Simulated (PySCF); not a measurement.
```yaml
atoms:
  - { symbol: N, position_ang: [2.9283, 0.3120, -0.5685] }
  - { symbol: B, position_ang: [2.1641, -0.5357, 0.2109] }
  - { symbol: B, position_ang: [0.8689, 0.0002, 1.1358] }
  - { symbol: Cl, position_ang: [1.0789, 0.5333, 2.7750] }
  - { symbol: N, position_ang: [-0.4757, 0.0151, 0.6472] }
  - { symbol: C, position_ang: [-0.8482, -0.3791, -0.6241] }
  - { symbol: C, position_ang: [-2.1906, -0.2475, -0.7673] }
  - { symbol: C, position_ang: [-2.6919, 0.2527, 0.4668] }
  - { symbol: C, position_ang: [-1.6307, 0.3997, 1.2985] }
  - { symbol: H, position_ang: [3.7166, 0.0111, -1.1188] }
  - { symbol: H, position_ang: [2.7751, 1.3046, -0.6389] }
  - { symbol: H, position_ang: [2.4853, -1.6706, 0.1921] }
  - { symbol: H, position_ang: [-0.1055, -0.7290, -1.3137] }
  - { symbol: H, position_ang: [-2.7703, -0.4747, -1.6407] }
  - { symbol: H, position_ang: [-3.7177, 0.4691, 0.6927] }
  - { symbol: H, position_ang: [-1.5941, 0.7478, 2.3115] }
```

Geometry: GFN2-xTB.

Method: PBE0/def2-SVPD, SCF density, gas phase in PySCF.

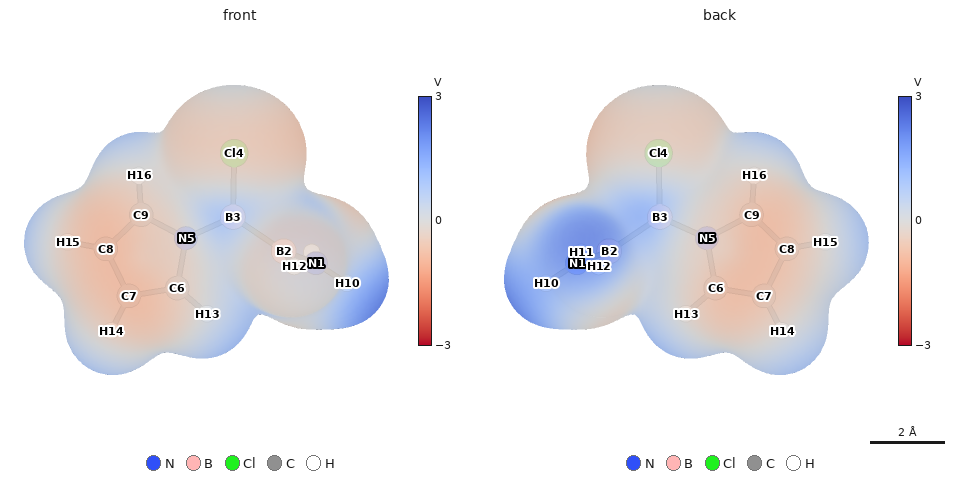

C4H7B2ClN2 (SMILES NBB(Cl)n1cccc1). The molecular electrostatic potential painted on the density surface at 0.002 e/bohr³, seen from the front and from behind; the colour scale runs from red (negative) to blue (positive).

Q: Which sites attract a positive test charge, and which a negative one?

A: A positive charge is drawn to the negative regions and a negative charge to the positive ones. The most negative region (about −0.8 V) lies over the π face of C6, C7, C8 and C9, the most positive (about +2.0 V) over H10 and H11.

Q: What dipole moment does the calculation give?

A: Its dipole moment is 2.42 D.
